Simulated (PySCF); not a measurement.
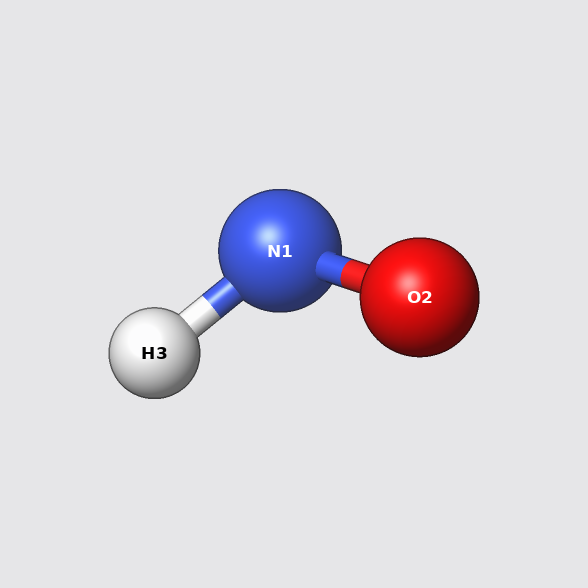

The geometry was computed by an optimisation with GFN2-xTB. No frequency run is at hand to confirm it as a minimum. Level of theory: B3LYP/pcJ-1 indirect spin-spin coupling, non-relativistic, gas phase (PySCF 2.14.0). Isotopes: 1H, 15N, 17O.

Give the spin–spin coupling constants of these pairs, with the number of bonds between them: N1/O2, N1/H3, O2/H3.

```csv
pair,bonds apart,J (Hz)
"N1, O2",1,−36.8
"N1, H3",1,−7.9
"O2, H3",2,22.5
```
